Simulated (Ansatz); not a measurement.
# TiH₅O₄F: frequency calculation

System: TiH₅O₄F.
Method: RKS B3LYP-D4/def2-SVP (Ansatz 0.2.0).

It belongs to a series of runs on one base structure; here: vibrations at the highest image of the band. Figures and captions count atoms from 1; the log counts them from 0 in places.

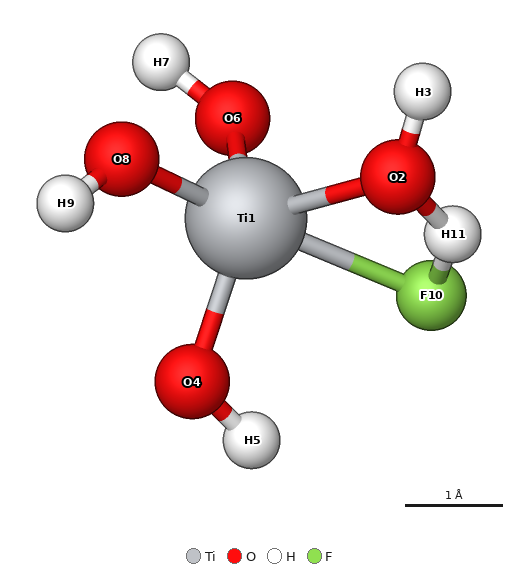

The input geometry (ball-and-stick view, seen at a tilt; atoms are numbered from 1 in the order of the input). Sticks mark near contacts. Bond lengths as drawn: F–H 1.15 Å, F–Ti 2.18 Å, H–O 0.96 to 1.20 Å and O–Ti 1.78 to 2.00 Å.

### Input file
```yaml
crystal:
  periodic: [false, false, false]
  atoms:
    - { symbol: Ti, position_ang: [-0.069486, -0.018992, 0.113557] }
    - { symbol: O, position_ang: [-0.057093, 0.20771, 2.104336] }
    - { symbol: H, position_ang: [-0.833636, 0.377679, 2.651075] }
    - { symbol: O, position_ang: [1.374663, -0.615447, -0.77037] }
    - { symbol: H, position_ang: [2.169215, -0.061433, -0.740227] }
    - { symbol: O, position_ang: [-1.006256, 1.22735, -0.758841] }
    - { symbol: H, position_ang: [-1.774633, 1.072427, -1.323088] }
    - { symbol: O, position_ang: [-1.115988, -1.457308, 0.025468] }
    - { symbol: H, position_ang: [-0.899448, -2.393087, -0.068791] }
    - { symbol: F, position_ang: [1.324366, 1.45581, 0.901372] }
    - { symbol: H, position_ang: [0.735895, 1.06429, 1.806907] }
basis:
  gaussian: { orbitals: def2-SVP }
hamiltonian:
  xc: b3lyp
  dispersion: d4
phonons: {}
```

Hardware: 4 threads of Arm Neoverse V2, 24 GiB of memory available, shared host.

Launched with:
```bash
ansatz run input.yaml --threads 4 --pin off --max-ram 5120MiB --backend cpu --events-out ev --progress --plain --runs-dir out
```

### What the program printed
```
Engine: ansatz 0.2.0, aarch64-unknown-linux-gnu
Functional definition: B3LYP
  parameter a0 = 0.2
  parameter ax = 0.72
  parameter ac = 0.81
  exchange = (1 - a0 - ax)*slater_x + ax*b88_x + a0*exact_x
  correlation = (1 - ac)*vwn_rpa_c + ac*lyp_c
1380 factors; integrals over basis functions are off by at most 2.3e-4 eV
mean field evaluation 1: about -34074.8284 eV, gradient 1.1e2 eV
mean field evaluation 2: about -33642.4258 eV, gradient 4.6e2 eV
mean field evaluation 4: about -34093.1867 eV, gradient 4.2e1 eV
mean field evaluation 8: about -34096.6448 eV, gradient 2.5e-1 eV
mean field evaluation 16: about -34096.6785 eV, gradient 1.9e-4 eV
mean field -34096.67851053 eV, -1253.0298237031 hartree, gradient 3.1e-5 eV, S^2 0.000000; 0 other end points of the search recorded, 0 dependent functions left out
the calculation of the forces begins
reference -34096.67888405 eV, -1253.0298374297 hartree; 34, 34 occupied and 92, 92 virtual orbitals, 1380 factors
these checks for a lower state are left out or cut short: stability, starts, cluster_reference, orbital_swaps, neighbouring_geometries, increment
1380 factors; integrals over basis functions are off by at most 2.3e-4 eV
mean field -34096.67858539 eV, -1253.0298264541 hartree, gradient 2.7e-6 eV, S^2 0.000000; 0 other end points of the search recorded, 0 dependent functions left out
[... from here on the field's lines of each further geometry are left out, up to the last ...]
the calculation of the forces begins
reference -34096.67862365 eV, -1253.0298278602 hartree; 34, 34 occupied and 92, 92 virtual orbitals, 1380 factors
these checks for a lower state are left out or cut short: stability, starts, cluster_reference, orbital_swaps, neighbouring_geometries, increment
1380 factors; integrals over basis functions are off by at most 2.3e-4 eV
mean field evaluation 416: about -34096.6787 eV, gradient 2.4e-6 eV
mean field -34096.67872248 eV, -1253.0298314923 hartree, gradient 2.4e-6 eV, S^2 0.000000; 0 other end points of the search recorded, 0 dependent functions left out
the calculation of the forces begins
reference -34096.67909600 eV, -1253.0298452188 hartree; 34, 34 occupied and 92, 92 virtual orbitals, 1380 factors
WARN: phonons: modes at or below zero, which the zero-point energy, F, S and C_V leave out: 1, the lowest at -532.14 cm⁻¹. A minimum has none, and a first-order saddle one
Total energy: -34097.03325743 eV, -1253.0428604113 hartree
Atom 0 at    -0.069486    -0.018992     0.113557 Å, force    -0.006066     0.022715     0.007750 eV/Å
Atom 1 at    -0.057093     0.207710     2.104336 Å, force     0.000574    -0.002941     0.000183 eV/Å
Atom 2 at    -0.833636     0.377679     2.651075 Å, force     0.003561     0.000892    -0.000990 eV/Å
Atom 3 at     1.374663    -0.615447    -0.770370 Å, force     0.005862    -0.002384    -0.004268 eV/Å
Atom 4 at     2.169215    -0.061433    -0.740227 Å, force    -0.001085     0.004593     0.000345 eV/Å
Atom 5 at    -1.006256     1.227350    -0.758841 Å, force    -0.000279    -0.007898    -0.001107 eV/Å
Atom 6 at    -1.774633     1.072427    -1.323088 Å, force    -0.001704     0.000534     0.001248 eV/Å
Atom 7 at    -1.115988    -1.457308     0.025468 Å, force     0.003620    -0.001313     0.000410 eV/Å
Atom 8 at    -0.899448    -2.393087    -0.068791 Å, force    -0.001155    -0.000934     0.002167 eV/Å
Atom 9 at     1.324366     1.455810     0.901372 Å, force     0.015179    -0.014135     0.002883 eV/Å
Atom 10 at     0.735895     1.064290     1.806907 Å, force    -0.018508     0.000871    -0.008621 eV/Å
Dipole moment:    -0.398661    -0.272087     0.140659 e Å
Vibrations: -532.14 72.43 154.56 170.09 195.15 211.78 219.39 237.77 306.25 347.22 391.22 411.43 429.74 511.56 574.52 622.51 684.26 719.53 774.69 800.07 962.47 1243.77 1796.55 3819.82 3862.78 3869.95 3877.17 cm⁻¹, zero-point energy 1.690319 eV
```

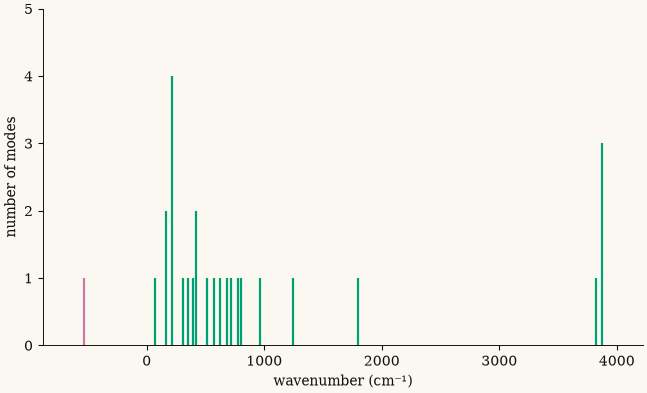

Harmonic vibrational wavenumbers from the force constants; neighbouring modes closer than 20 cm⁻¹ are counted in one stick, and imaginary ones are drawn at negative wavenumbers. 27 modes from 532i to 3877 cm⁻¹, 1 imaginary beyond 8i (532i cm⁻¹): a first-order saddle point, if the geometry is stationary.

### Key numbers

| quantity | value |
| --- | --- |
| outcome | converged |
| total energy | −34097.0333 eV |
| mean-field energy | −34096.6789 eV |
| largest force (length of the vector) | 0.025 eV/Å |
| wall time | 98 s (CPU time 6.1 min) |
| peak memory | 0.35 GiB |
